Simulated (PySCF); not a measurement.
**C₆H₁₂O₃, SMILES `CC(COC)OC(C)=O`: what the electrons do**

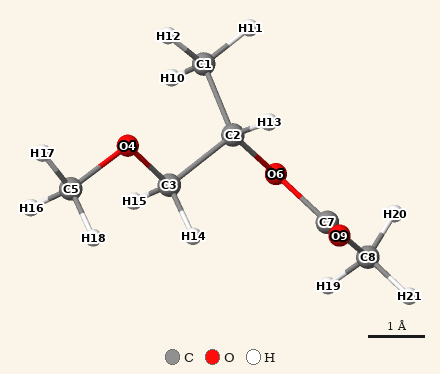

The molecule, with its atoms numbered as below. No frequency check shows the geometry to be a minimum.

Geometry (Å), atoms numbered from 1:

```
C1      -0.5913    2.1464    0.1668
C2      -0.1361    0.7047    0.3174
C3      -1.1020   -0.2693   -0.3666
O4      -2.3675   -0.1384    0.2312
C5      -3.3063   -1.0522   -0.2750
O6       1.1601    0.5894   -0.2811
C7       1.9499   -0.4111    0.1235
C8       3.2751   -0.3627   -0.5915
O9       1.6367   -1.2275    0.9480
H10     -0.5839    2.4272   -0.8832
H11      0.0718    2.8109    0.7135
H12     -1.6000    2.2354    0.5568
H13     -0.0630    0.4274    1.3761
H14     -0.7241   -1.2964   -0.2500
H15     -1.1558   -0.0391   -1.4434
H16     -3.4584   -0.9114   -1.3526
H17     -4.2390   -0.8609    0.2512
H18     -2.9904   -2.0872   -0.0967
H19      3.1105   -0.4338   -1.6635
H20      3.7613    0.5873   -0.3856
H21      3.9013   -1.1824   -0.2543
```

## 1. Bonding charge

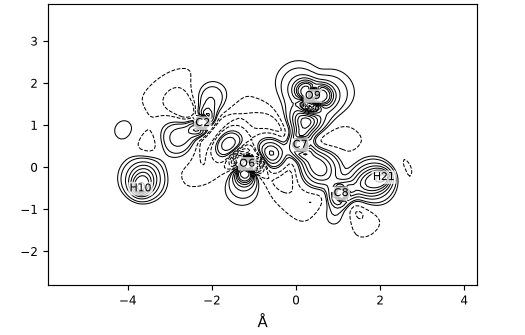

Deformation density (molecule less spherical, spin-averaged free atoms) in the plane of C2, O6, C7, C8, O9, H10 and H21; contours at ±0.05 to ±0.8 e/Å³; solid lines: gain, dashed lines: loss.

PySCF calculation, LDA (SVWN)/6-311G**, gas phase; geometry: GFN2-xTB.

> How much density has each bond in this plane gained at its critical point, relative to the free atoms?

C8–H21: +0.67 e/Å³ at the bond critical point (bond length 1.08 Å, Mayer order 1.0). C7–O9: +0.61 e/Å³ at the bond critical point (bond length 1.20 Å, Mayer order 2.0). C7–C8: +0.47 e/Å³ at the bond critical point (bond length 1.51 Å, Mayer order 1.0). O6–C7: +0.22 e/Å³ at the bond critical point (bond length 1.34 Å, Mayer order 1.2). C2–O6: 0.00 e/Å³ at the bond critical point (bond length 1.43 Å, Mayer order 0.9); up to 0.6 Å beside the axis the gain reaches +0.27 e/Å³. In all, 4.3 electrons gather in the regions of gain relative to the promolecule. A small or negative value marks a very polar bond, one between electron-rich atoms, whose free-atom densities already overlap strongly, a long bond to a heavier atom, or a closed-shell contact such as a hydrogen bond.

## 2. Local ionisation energy

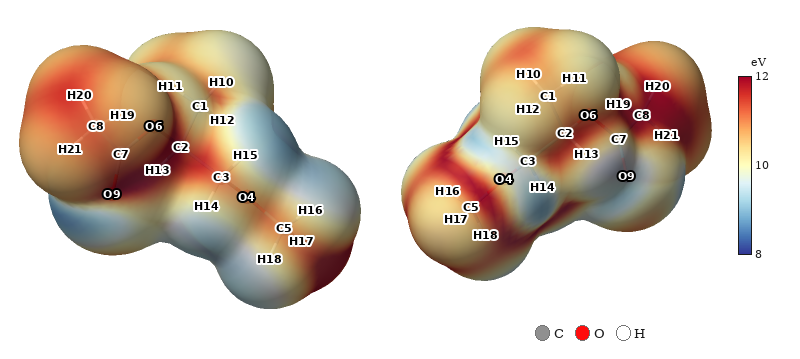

Average local ionisation energy on the surface of electron density 0.001 a.u. (back view left, front view right).

> Where are the most loosely bound electrons on this surface?

The lowest value is 8.6 eV, 1.8 Å from O9. Further minima include 8.8 eV, 1.4 Å from H15; 9.1 eV, near H13 (1.70 Å) and O9 (1.88 Å). For comparison, the highest occupied orbital lies at −5.9 eV.

> What volume does the surface enclose, and what is the dipole moment?

About 186 Å³; the dipole moment is 1.9 D.

## 3. Excited states

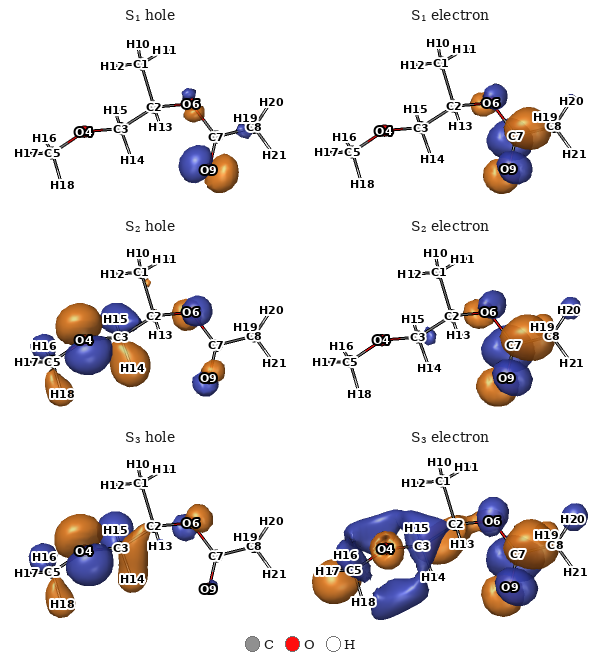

Leading natural transition orbitals (TDA singlet states).

PySCF calculation, CAM-B3LYP/6-31G*, gas phase; geometry: GFN2-xTB. Without diffuse functions Rydberg states are missing, so the states' numbers hold for this basis only.

> Describe these excited states.

By state:
- S₁: 5.98 eV (207 nm), f = 0.002 (very weak); the leading pair carries 100 %; hole on O9 (70 %), C7 (10 %) and O6 (8 %), electron on C7 (44 %), O9 (30 %) and O6 (11 %); their centroids lie 0.6 Å apart.
- S₂: 8.45 eV (147 nm), f = 0.012, charge transfer; the leading pair carries 97 %; hole on O4 (45 %), C3 (11 %) and O6 (9 %), electron on C7 (38 %), O9 (26 %) and O6 (10 %); their centroids lie 3.1 Å apart.
- S₃: 8.57 eV (145 nm), f = 0.013; the leading pair carries 81 %; hole on O4 (44 %), O6 (11 %) and C3 (10 %), electron on C7 (21 %), O9 (15 %) and C5 (10 %) (shares are of the whole state, not of the leading pair alone); their centroids lie 1.4 Å apart; S₄ lies within 0.1 eV of it.

## 4. In an electric field

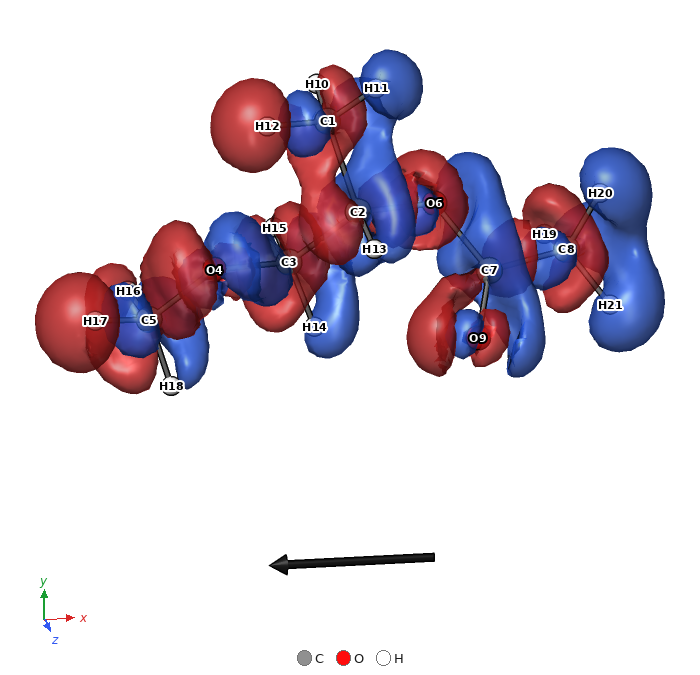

Change of the electron density in a uniform field of 0.10 V/Å along −x (arrow), surfaces at ±0.0008 e/Å³ (blue: gain, red: loss).

Level of theory: TPSSh/6-31+G* (PySCF), at a geometry from GFN2-xTB. The basis has diffuse s and p functions alone, which still leaves polarisabilities too small, most of all across bonds.

The field was applied in both directions; the picture shows the one opposite to the script's first.

> How large is the response?

The induced dipole is 0.49 D (along the field); α along this axis, from the fields in both directions, is 95 bohr³ (14.1 Å³).

## 5. Removing or adding an electron

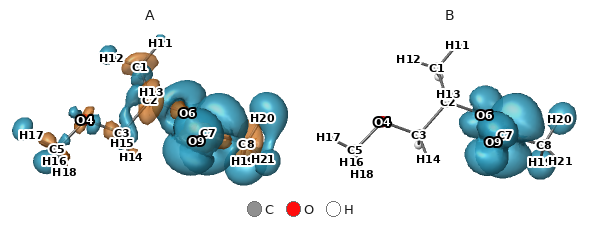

The Fukui function f⁺ from two separate SCF calculations and the density of the LUMO, at ±0.015 e/Å³ (light blue positive, orange negative).

Level of theory: r2SCAN/6-31G* (PySCF), at a geometry from GFN2-xTB.

> Which panel is which, and how good is the frozen-orbital picture?

A is f⁺ (it has negative regions), B the LUMO density. The LUMO lies on C7 (41 %), O9 (29 %) and O6 (12 %); f⁺ (Hirshfeld-condensed) is largest on C7 (0.18) and O9 (0.18); the vertical electron affinity is −2.85 eV (the stability of the anion's solution wasn't checked; negative, but this basis has no diffuse functions, so it doesn't show that the anion is unbound). Relaxation shifts 40 % of the electron between atoms. The orbital energy is −0.18 eV.

## 6. Localised orbitals

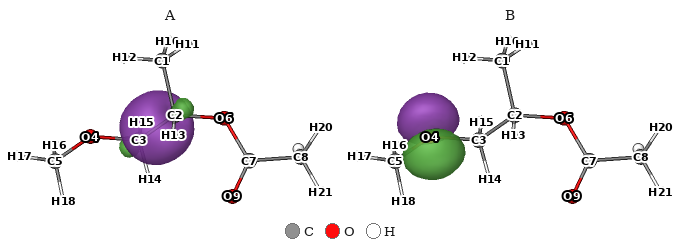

Pipek–Mezey orbitals, occupied; each surface holds about 85 % of the orbital's density. Energies are diagonal elements of the Fock matrix.

PySCF calculation, PBE0/def2-SVP, gas phase; geometry: GFN2-xTB.

> Identify each orbital.

By panel:
- A: σ bond C3–C2 (C3 50 %, C2 49 %; −15.1 eV)
- B: lone pair on O4 (p-type) (O4 96 %; −9.0 eV)
